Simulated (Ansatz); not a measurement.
# SiH₃F + HBr: a complex and its separated parts, part 1 of 2

Aim: how far the complex at one end of a reaction step lies below its separated, relaxed parts, level by level.

The runs use Ansatz 0.2.0, Gaussian basis; PBE0-D4/def2-TZVP structures, single points in def2-TZVPP, no counterpoise correction.

Levels: SPW92, PBE-D4, BLYP-D4, r2SCAN-D4, B97M-V, PBE0-D4, B3LYP-D4, r2SCAN0-D4, BHLYP-D4, CAM-B3LYP-D4, wB97X-V, wB97M-V, B2PLYP, PBE-QIDH, RPA on PBE, Hartree-Fock, MP2, CCSD, CCSD(T).

Cores are frozen in the correlated methods. Filled d shells of the heavier atoms are correlated. B3LYP uses VWN-RPA correlation. B2PLYP carries no dispersion term here.

94 further runs of the same task are left out: 94 set aside as unsound or not needed. Runs told in other sessions of the task aren't counted.

## Step 1: Where the work starts

The complex: 7 atoms, charge 0, spin multiplicity 1.

Atoms are counted from 1 here; the program's logs count them from 0.

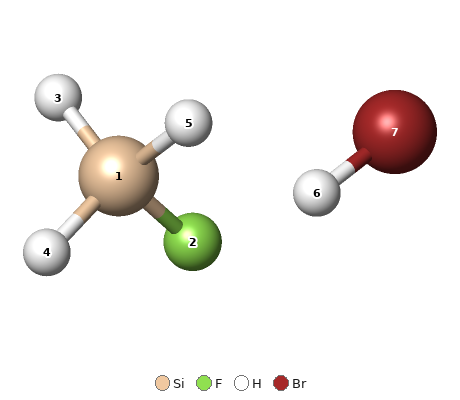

As it starts; silicon light orange, fluorine green, hydrogen white, bromine red; atoms are numbered from 1 in the order of the file.

As a file:

```xyz
7
charge 0, multiplicity 1
Si   -0.9071   -0.5649    0.4570
F     0.6166   -0.0793    0.6488
H    -0.9439   -1.4955   -0.6931
H    -1.3205   -1.2425    1.7063
H    -1.7351    0.6347    0.2006
H     1.8726    1.0072   -0.6129
Br    2.4175    1.7402   -1.7067
```

Its parts: SiH₃F holds atoms 1, 2, 3, 4, 5; HBr holds atoms 6, 7. Each part counts its atoms afresh in its own runs.

## Step 2: Relaxing SiH₃F alone

Input file relax-a/in.yaml:

```yaml
crystal:
  periodic: [false, false, false]
  atoms:
    - {symbol: Si, position_ang: [-0.907110, -0.564855, 0.456983]}
    - {symbol: F, position_ang: [0.616560, -0.079292, 0.648828]}
    - {symbol: H, position_ang: [-0.943876, -1.495541, -0.693142]}
    - {symbol: H, position_ang: [-1.320462, -1.242530, 1.706326]}
    - {symbol: H, position_ang: [-1.735084, 0.634712, 0.200559]}
basis:
  gaussian: {orbitals: def2-TZVP}
hamiltonian: {xc: pbe0, dispersion: d4}
relax: {f_tol: 0.005, max_steps: 200}
```

Launch:

```sh
$ ansatz run in.yaml --threads 4 --pin off --events-out ev --progress --plain --max-ram 9574MiB
```

Log (excerpt; [...] marks lines left out):

```text
Functional definition: PBE0
  name "PBE0"
  cite "Adamo & Barone, J. Chem. Phys. 110, 6158 (1999) doi:10.1063/1.478522"
  cite "Perdew, Burke & Ernzerhof, Phys. Rev. Lett. 77, 3865 (1996) doi:10.1103/PhysRevLett.77.3865"
  parent pbe
[...]
556 factors; their error is unknown
[...]
mean field -10640.14689524 eV, -391.0181862494 hartree, gradient 4.5e-5 eV, S^2 0.000000; 0 other end points of the search recorded, 0 dependent functions left out
[...]
reference -10640.14691965 eV, -391.0181871466 hartree; 13, 13 occupied and 73, 73 virtual orbitals, 556 factors
[...]
reference -10640.14970014 eV, -391.0182893278 hartree; 13, 13 occupied and 73, 73 virtual orbitals, 556 factors
Total energy: -10640.18814633 eV, -391.0197021992 hartree
Atom 0 at    -0.896122    -0.561595     0.458965 Å, force    -0.000222    -0.001066     0.002533 eV/Å
Atom 1 at     0.617351    -0.078397     0.647256 Å, force     0.000605     0.000460    -0.000598 eV/Å
Atom 2 at    -0.947839    -1.495146    -0.690482 Å, force    -0.000065     0.000746    -0.002127 eV/Å
Atom 3 at    -1.325919    -1.242923     1.702491 Å, force    -0.000190    -0.001083     0.002288 eV/Å
Atom 4 at    -1.737444     0.630554     0.201324 Å, force    -0.000129     0.000944    -0.002096 eV/Å
Dipole moment:    -0.249917    -0.079692    -0.031340 e Å
```

It took 4.5 s on 4 threads of Intel Xeon at 2.50GHz, shared host.

The steps of the relaxation:

| step | energy from step 1 (eV) | largest force component (eV/Å) |
| --- | --- | --- |
| 1 | 0.0000 | 0.4334 |
| 2 | -0.0020 | 0.2369 |
| 3 | -0.0019 | 0.1811 |
| 4 | -0.0028 | 0.0025 |

Distances of close pairs at the start and the end, largest changes first:

| bond | before (Å) | after (Å) | change (Å) |
| --- | --- | --- | --- |
| Si1–F2 | 1.611 | 1.600 | -0.011 |
| Si1–H5 | 1.480 | 1.482 | +0.002 |
| Si1–H3 | 1.480 | 1.482 | +0.002 |
| Si1–H4 | 1.480 | 1.482 | +0.001 |

## Step 3: Relaxing HBr alone

Input file relax-b/in.yaml:

```yaml
crystal:
  periodic: [false, false, false]
  atoms:
    - {symbol: H, position_ang: [1.872610, 1.007243, -0.612856]}
    - {symbol: Br, position_ang: [2.417461, 1.740162, -1.706697]}
basis:
  gaussian: {orbitals: def2-TZVP}
hamiltonian: {xc: pbe0, dispersion: d4}
relax: {f_tol: 0.005, max_steps: 200}
```

Launch:

```sh
$ ansatz run in.yaml --threads 4 --pin off --events-out ev --progress --plain --max-ram 9574MiB
```

Log (excerpt; [...] marks lines left out):

```text
[... 5 set-up lines as earlier in the session ...]
[...]
457 factors; their error is unknown
[...]
mean field -70054.57252866 eV, -2574.4580557334 hartree, gradient 2.1e-5 eV, S^2 0.000000; 0 other end points of the search recorded, 0 dependent functions left out
[...]
reference -70054.57279944 eV, -2574.4580656843 hartree; 18, 18 occupied and 36, 36 virtual orbitals, 457 factors
Total energy: -70054.57831875 eV, -2574.4582685156 hartree
Atom 0 at     1.873455     1.008379    -0.614552 Å, force    -0.000030    -0.000040     0.000060 eV/Å
Atom 1 at     2.416616     1.739026    -1.705001 Å, force     0.000030     0.000040    -0.000060 eV/Å
Dipole moment:    -0.075837    -0.102014     0.152250 e Å
```

Run time: 2.2 s. Hardware: 4 threads of Intel Xeon at 2.50GHz, shared host.

Along the way:

| step | energy from step 1 (eV) | largest force component (eV/Å) |
| --- | --- | --- |
| 1 | 0.0000 | 0.0873 |
| 2 | -0.0002 | 0.0156 |
| 3 | -0.0003 | 0.0001 |

The bond:

| bond | before (Å) | after (Å) | change (Å) |
| --- | --- | --- | --- |
| H1–Br2 | 1.425 | 1.421 | -0.004 |

## Step 4: SPW92/def2-TZVPP

Input file parta/in.yaml:

```yaml
crystal:
  periodic: [false, false, false]
  atoms:
    - {symbol: Si, position_ang: [-0.896122, -0.561595, 0.458965]}
    - {symbol: F, position_ang: [0.617351, -0.078397, 0.647256]}
    - {symbol: H, position_ang: [-0.947839, -1.495146, -0.690482]}
    - {symbol: H, position_ang: [-1.325919, -1.242923, 1.702491]}
    - {symbol: H, position_ang: [-1.737444, 0.630554, 0.201324]}
basis:
  gaussian: {orbitals: def2-TZVPP}
hamiltonian: {xc: lda}
```

Input file partb/in.yaml:

```yaml
crystal:
  periodic: [false, false, false]
  atoms:
    - {symbol: H, position_ang: [1.873455, 1.008379, -0.614552]}
    - {symbol: Br, position_ang: [2.416616, 1.739026, -1.705001]}
basis:
  gaussian: {orbitals: def2-TZVPP}
hamiltonian: {xc: lda}
```

Each run has its own folder and the same command.

Launch:

```sh
$ ansatz run in.yaml --threads 4 --pin off --events-out ev --progress --plain --max-ram 9574MiB
```

parta printed (excerpt; [...] marks lines left out):

```text
Functional definition: SPW92
  name "SPW92"
  cite "Dirac, Proc. Camb. Phil. Soc. 26, 376 (1930) doi:10.1017/S0305004100016108"
  cite "Slater, Phys. Rev. 81, 385 (1951) doi:10.1103/PhysRev.81.385"
  cite "Perdew & Wang, Phys. Rev. B 45, 13244 (1992) doi:10.1103/PhysRevB.45.13244"
[...]
621 factors; their error is unknown
[...]
mean field -10596.33884251 eV, -389.4082700060 hartree, gradient 1.6e-5 eV, S^2 0.000000; 0 other end points of the search recorded, 0 dependent functions left out
reference -10596.33887220 eV, -389.4082710968 hartree; 13, 13 occupied and 102, 102 virtual orbitals, 621 factors
Total energy: -10596.33887220 eV, -389.4082710968 hartree
```

partb printed (excerpt; [...] marks lines left out):

```text
[... 5 set-up lines as earlier in the session ...]
[...]
435 factors; their error is unknown
[...]
mean field -69965.45702864 eV, -2571.1831215126 hartree, gradient 6.0e-6 eV, S^2 0.000000; 0 other end points of the search recorded, 0 dependent functions left out
reference -69965.45704969 eV, -2571.1831222861 hartree; 18, 18 occupied and 44, 44 virtual orbitals, 435 factors
Total energy: -69965.45704969 eV, -2571.1831222861 hartree
```

Wall times: 0.61 s (parta), 0.35 s (partb) on 4 threads of Intel Xeon at 2.50GHz, shared host.

## Step 5: PBE-D4/def2-TZVPP

Each input of step 4 (parta, partb) changes in the same lines:

```diff
-hamiltonian: {xc: lda}
+hamiltonian: {xc: pbe, dispersion: d4}
```

The same command starts each run, in its folder.

Launch:

```sh
$ ansatz run in.yaml --threads 4 --pin off --events-out ev --progress --plain --max-ram 9574MiB
```

Output in parta (excerpt; [...] marks lines left out):

```text
Functional definition: PBE
  name "PBE"
[... 2 set-up lines as earlier in the session ...]
[...]
621 factors; their error is unknown
[...]
mean field -10639.26715650 eV, -390.9858564472 hartree, gradient 2.0e-5 eV, S^2 0.000000; 0 other end points of the search recorded, 0 dependent functions left out
reference -10639.26718805 eV, -390.9858576063 hartree; 13, 13 occupied and 102, 102 virtual orbitals, 621 factors
Total energy: -10639.31413090 eV, -390.9875827243 hartree
```

partb printed (excerpt; [...] marks lines left out):

```text
[... 4 set-up lines as earlier in the session ...]
[...]
435 factors; their error is unknown
[...]
mean field -70052.13668310 eV, -2574.3685400601 hartree, gradient 1.9e-5 eV, S^2 0.000000; 0 other end points of the search recorded, 0 dependent functions left out
reference -70052.13670575 eV, -2574.3685408928 hartree; 18, 18 occupied and 44, 44 virtual orbitals, 435 factors
Total energy: -70052.14349082 eV, -2574.3687902392 hartree
```

Times: 0.8 s (parta), 0.45 s (partb) on 4 threads of Intel Xeon at 2.50GHz, shared host.

## Step 6: BLYP-D4/def2-TZVPP

The same edit goes into each in.yaml of step 5 (parta, partb):

```diff
-hamiltonian: {xc: pbe, dispersion: d4}
+hamiltonian: {xc: {name: BLYP}, dispersion: d4}
```

The same command starts each run, in its folder.

Launch:

```sh
$ ansatz run in.yaml --threads 4 --pin off --events-out ev --progress --plain --max-ram 9574MiB
```

Log of parta (excerpt; [...] marks lines left out):

```text
Functional definition: BLYP
  name "BLYP"
  cite "Becke, Phys. Rev. A 38, 3098 (1988) doi:10.1103/PhysRevA.38.3098"
  cite "Lee, Yang & Parr, Phys. Rev. B 37, 785 (1988) doi:10.1103/PhysRevB.37.785"
[...]
621 factors; their error is unknown
[...]
mean field -10645.84664337 eV, -391.2276481297 hartree, gradient 7.7e-5 eV, S^2 0.000000; 0 other end points of the search recorded, 0 dependent functions left out
reference -10645.84690831 eV, -391.2276578663 hartree; 13, 13 occupied and 102, 102 virtual orbitals, 621 factors
Total energy: -10645.95546725 eV, -391.2316473338 hartree
```

Log of partb (excerpt; [...] marks lines left out):

```text
[... 4 set-up lines as earlier in the session ...]
[...]
435 factors; their error is unknown
[...]
mean field -70063.39684414 eV, -2574.7823433462 hartree, gradient 8.6e-5 eV, S^2 0.000000; 0 other end points of the search recorded, 0 dependent functions left out
reference -70063.39705252 eV, -2574.7823510038 hartree; 18, 18 occupied and 44, 44 virtual orbitals, 435 factors
Total energy: -70063.41302443 eV, -2574.7829379608 hartree
```

They took 0.81 s (parta), 0.5 s (partb) on 4 threads of Intel Xeon at 2.50GHz, shared host.

## Step 7: r2SCAN-D4/def2-TZVPP

The same edit goes into each in.yaml of step 6 (parta, partb):

```diff
-hamiltonian: {xc: {name: BLYP}, dispersion: d4}
+hamiltonian: {xc: r2scan, dispersion: d4}
```

Each run has its own folder and the same command.

Launch:

```sh
$ ansatz run in.yaml --threads 4 --pin off --events-out ev --progress --plain --max-ram 9574MiB
```

Output in parta (excerpt; [...] marks lines left out):

```text
Functional definition: r2SCAN
  name "r2SCAN"
  cite "Furness, Kaplan, Ning, Perdew & Sun, J. Phys. Chem. Lett. 11, 8208 (2020) doi:10.1021/acs.jpclett.0c02405"
  cite "Furness, Kaplan, Ning, Perdew & Sun, J. Phys. Chem. Lett. 11, 9248 (2020) doi:10.1021/acs.jpclett.0c03077"
  parent r2scan
[...]
621 factors; their error is unknown
[...]
mean field -10644.31848135 eV, -391.1714892113 hartree, gradient 8.7e-6 eV, S^2 0.000000; 0 other end points of the search recorded, 0 dependent functions left out
reference -10644.31849104 eV, -391.1714895674 hartree; 13, 13 occupied and 102, 102 virtual orbitals, 621 factors
Total energy: -10644.32900967 eV, -391.1718761200 hartree
```

Log of partb (excerpt; [...] marks lines left out):

```text
[... 5 set-up lines as earlier in the session ...]
[...]
435 factors; their error is unknown
[...]
mean field -70062.28305424 eV, -2574.7414123221 hartree, gradient 2.3e-5 eV, S^2 0.000000; 0 other end points of the search recorded, 0 dependent functions left out
reference -70062.28306035 eV, -2574.7414125466 hartree; 18, 18 occupied and 44, 44 virtual orbitals, 435 factors
Total energy: -70062.28451944 eV, -2574.7414661673 hartree
```

Wall times: 1.8 s (parta), 0.86 s (partb) on 4 threads of Intel Xeon at 2.50GHz, shared host.

## Step 8: B97M-V/def2-TZVPP

Each input of step 7 (parta, partb) changes in the same lines:

```diff
-hamiltonian: {xc: r2scan, dispersion: d4}
+hamiltonian: {xc: {name: B97M-V}}
```

Each run has its own folder and the same command.

Launch:

```sh
$ ansatz run in.yaml --threads 4 --pin off --events-out ev --progress --plain --max-ram 9574MiB
```

parta printed (excerpt; [...] marks lines left out):

```text
Functional definition: B97M-V
  name "B97M-V"
  cite "Mardirossian & Head-Gordon, J. Chem. Phys. 142, 074111 (2015) doi:10.1063/1.4907719"
  cite "Becke, J. Chem. Phys. 107, 8554 (1997) doi:10.1063/1.475007"
  cite "Vydrov & Van Voorhis, J. Chem. Phys. 133, 244103 (2010) doi:10.1063/1.3521275"
  # Of w^i u^j: cxij and so on, Table III.
[...]
  gx(w, u) = cx00 + cx01*u + cx02*u^2 + (cx10 + cx11*u)*w
[...]
  gos(w, u) = cos00 + cos01*u + cos03*u^3 + cos10*w + cos32*w^3*u^2
[...]
      + integral(e_c_pw_mod_opposite_spin*gos(b97_w_opposite, b97_u_opposite)) + vv10(b, c)
621 factors; their error is unknown
[...]
mean field -10643.19352093 eV, -391.1301476786 hartree, gradient 3.6e-5 eV, S^2 0.000000; 0 other end points of the search recorded, 0 dependent functions left out
reference -10643.19356965 eV, -391.1301494689 hartree; 13, 13 occupied and 102, 102 virtual orbitals, 621 factors
Total energy: -10643.19356965 eV, -391.1301494689 hartree
```

partb printed (excerpt; [...] marks lines left out):

```text
[... 5 set-up lines as earlier in the session ...]
  # Of w^i u^j: cxij and so on, Table III.
[...]
  gx(w, u) = cx00 + cx01*u + cx02*u^2 + (cx10 + cx11*u)*w
[...]
  gos(w, u) = cos00 + cos01*u + cos03*u^3 + cos10*w + cos32*w^3*u^2
[...]
      + integral(e_c_pw_mod_opposite_spin*gos(b97_w_opposite, b97_u_opposite)) + vv10(b, c)
435 factors; their error is unknown
[...]
mean field -70050.13092704 eV, -2574.2948298848 hartree, gradient 1.6e-5 eV, S^2 0.000000; 0 other end points of the search recorded, 0 dependent functions left out
reference -70050.13095889 eV, -2574.2948310551 hartree; 18, 18 occupied and 44, 44 virtual orbitals, 435 factors
Total energy: -70050.13095889 eV, -2574.2948310551 hartree
```

They took 2.5 s (parta), 1.1 s (partb) on 4 threads of Intel Xeon at 2.50GHz, shared host.

## Step 9: PBE0-D4/def2-TZVPP

The same edit goes into each in.yaml of step 8 (parta, partb):

```diff
-hamiltonian: {xc: {name: B97M-V}}
+hamiltonian: {xc: pbe0, dispersion: d4}
+output: {orbitals: {seedname: orbitals}}
```

One command serves all of them, each in its own folder.

Launch:

```sh
$ ansatz run in.yaml --threads 4 --pin off --events-out ev --progress --plain --max-ram 9574MiB
```

parta printed (excerpt; [...] marks lines left out):

```text
[... 5 set-up lines as earlier in the session ...]
[...]
624 factors; their error is unknown
[...]
mean field -10640.16339107 eV, -391.0187924600 hartree, gradient 7.8e-5 eV, S^2 0.000000; 0 other end points of the search recorded, 0 dependent functions left out
reference -10640.16341486 eV, -391.0187933343 hartree; 13, 13 occupied and 102, 102 virtual orbitals, 624 factors
Total energy: -10640.20186105 eV, -391.0202062058 hartree
```

Log of partb (excerpt; [...] marks lines left out):

```text
[... 5 set-up lines as earlier in the session ...]
[...]
472 factors; their error is unknown
[...]
mean field -70054.59430823 eV, -2574.4588561178 hartree, gradient 7.2e-6 eV, S^2 0.000000; 0 other end points of the search recorded, 0 dependent functions left out
reference -70054.59432549 eV, -2574.4588567521 hartree; 18, 18 occupied and 44, 44 virtual orbitals, 472 factors
Total energy: -70054.59984480 eV, -2574.4590595833 hartree
```

Times: 1 s (parta), 0.5 s (partb) on 4 threads of Intel Xeon at 2.50GHz, shared host.

## Step 10: B3LYP-D4/def2-TZVPP

The same edit goes into each in.yaml of step 9 (parta, partb):

```diff
-hamiltonian: {xc: pbe0, dispersion: d4}
-output: {orbitals: {seedname: orbitals}}
+hamiltonian: {xc: {name: B3LYP}, dispersion: d4}
```

One command serves all of them, each in its own folder.

Launch:

```sh
$ ansatz run in.yaml --threads 4 --pin off --events-out ev --progress --plain --max-ram 9574MiB
```

Output in parta (excerpt; [...] marks lines left out):

```text
Functional definition: B3LYP
  name "B3LYP"
  cite "Stephens, Devlin, Chabalowski & Frisch, J. Phys. Chem. 98, 11623 (1994) doi:10.1021/j100096a001"
[... 2 set-up lines as earlier in the session ...]
  cite "Vosko, Wilk & Nusair, Can. J. Phys. 58, 1200 (1980) doi:10.1139/p80-159"
[...]
624 factors; their error is unknown
[...]
mean field -10647.01143443 eV, -391.2704534118 hartree, gradient 5.7e-5 eV, S^2 0.000000; 0 other end points of the search recorded, 0 dependent functions left out
reference -10647.01163239 eV, -391.2704606868 hartree; 13, 13 occupied and 102, 102 virtual orbitals, 624 factors
Total energy: -10647.08798813 eV, -391.2732667084 hartree
```

partb printed (excerpt; [...] marks lines left out):

```text
[... 6 set-up lines as earlier in the session ...]
[...]
472 factors; their error is unknown
[...]
mean field -70063.59659736 eV, -2574.7896841416 hartree, gradient 6.2e-6 eV, S^2 0.000000; 0 other end points of the search recorded, 0 dependent functions left out
reference -70063.59675455 eV, -2574.7896899181 hartree; 18, 18 occupied and 44, 44 virtual orbitals, 472 factors
Total energy: -70063.60788797 eV, -2574.7900990637 hartree
```

Wall times: 0.91 s (parta), 0.4 s (partb) on 4 threads of Intel Xeon at 2.50GHz, shared host.

## Step 11: r2SCAN0-D4/def2-TZVPP

Each input of step 10 (parta, partb) changes in the same lines:

```diff
-hamiltonian: {xc: {name: B3LYP}, dispersion: d4}
+hamiltonian: {xc: {name: r2SCAN0}, dispersion: d4}
```

The same command starts each run, in its folder.

Launch:

```sh
$ ansatz run in.yaml --threads 4 --pin off --events-out ev --progress --plain --max-ram 9574MiB
```

parta printed (excerpt; [...] marks lines left out):

```text
Functional definition: r2SCAN0
  name "r2SCAN0"
  cite "Bursch, Neugebauer, Ehlert & Grimme, J. Chem. Phys. 156, 134105 (2022) doi:10.1063/5.0086040"
[... 3 set-up lines as earlier in the session ...]
[...]
624 factors; their error is unknown
[...]
mean field -10643.88444415 eV, -391.1555386386 hartree, gradient 1.9e-5 eV, S^2 0.000000; 0 other end points of the search recorded, 0 dependent functions left out
reference -10643.88445186 eV, -391.1555389218 hartree; 13, 13 occupied and 102, 102 virtual orbitals, 624 factors
Total energy: -10643.89669699 eV, -391.1559889221 hartree
```

Log of partb (excerpt; [...] marks lines left out):

```text
[... 6 set-up lines as earlier in the session ...]
[...]
472 factors; their error is unknown
[...]
mean field -70062.25259044 eV, -2574.7402927983 hartree, gradient 7.4e-6 eV, S^2 0.000000; 0 other end points of the search recorded, 0 dependent functions left out
reference -70062.25259533 eV, -2574.7402929779 hartree; 18, 18 occupied and 44, 44 virtual orbitals, 472 factors
Total energy: -70062.25431018 eV, -2574.7403559975 hartree
```

Times: 1.7 s (parta), 0.81 s (partb) on 4 threads of Intel Xeon at 2.50GHz, shared host.

## Step 12: BHLYP-D4/def2-TZVPP

The same edit goes into each in.yaml of step 11 (parta, partb):

```diff
-hamiltonian: {xc: {name: r2SCAN0}, dispersion: d4}
+hamiltonian: {xc: {name: BHLYP}, dispersion: d4}
```

One command serves all of them, each in its own folder.

Launch:

```sh
$ ansatz run in.yaml --threads 4 --pin off --events-out ev --progress --plain --max-ram 9574MiB
```

Log of parta (excerpt; [...] marks lines left out):

```text
Functional definition: BHLYP
  name "BHLYP"
  cite "Becke, J. Chem. Phys. 98, 1372 (1993) doi:10.1063/1.464304"
[... 2 set-up lines as earlier in the session ...]
[...]
662 factors; their error is unknown
[...]
mean field -10645.36176280 eV, -391.2098290975 hartree, gradient 1.4e-5 eV, S^2 0.000000; 0 other end points of the search recorded, 0 dependent functions left out
reference -10645.36189720 eV, -391.2098340368 hartree; 13, 13 occupied and 102, 102 virtual orbitals, 662 factors
Total energy: -10645.41603348 eV, -391.2118235083 hartree
```

partb printed (excerpt; [...] marks lines left out):

```text
[... 5 set-up lines as earlier in the session ...]
[...]
514 factors; their error is unknown
[...]
mean field -70062.48031284 eV, -2574.7486614419 hartree, gradient 8.3e-6 eV, S^2 0.000000; 0 other end points of the search recorded, 0 dependent functions left out
reference -70062.48042069 eV, -2574.7486654054 hartree; 18, 18 occupied and 44, 44 virtual orbitals, 514 factors
Total energy: -70062.48828020 eV, -2574.7489542373 hartree
```

Times: 1.1 s (parta), 0.6 s (partb) on 4 threads of Intel Xeon at 2.50GHz, shared host.

(Continued in part 2 of 2.)
